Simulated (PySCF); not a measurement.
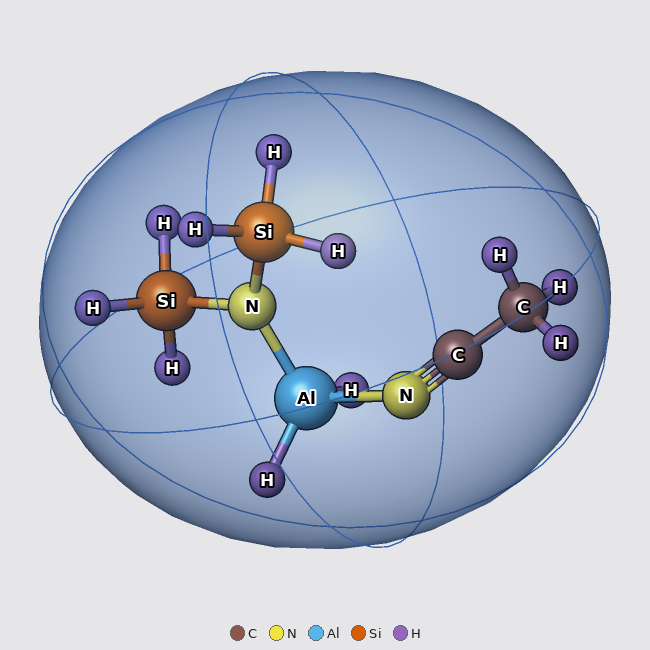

The ellipsoid shows the static dipole polarisability: its half-axes are proportional to the principal values. The geometry was computed by an optimisation with GFN2-xTB. No frequency run is at hand to confirm it as a minimum. Computed with PBE0/def2-SVPD (PySCF 2.14.0).

Give the principal values, the mean and the anisotropy.

Answer. Principal values 97.8, 115.6, 141.2 bohr³; mean 118.2 bohr³ (17.52 Å³); anisotropy 37.8 bohr³, so the longest axis is 1.44 times the shortest.

The geometry is semi-empirical. Around Al, Si such bond lengths and angles can be off by a tenth of an ångström or more and by several degrees, and values that hang on the shape move with them.
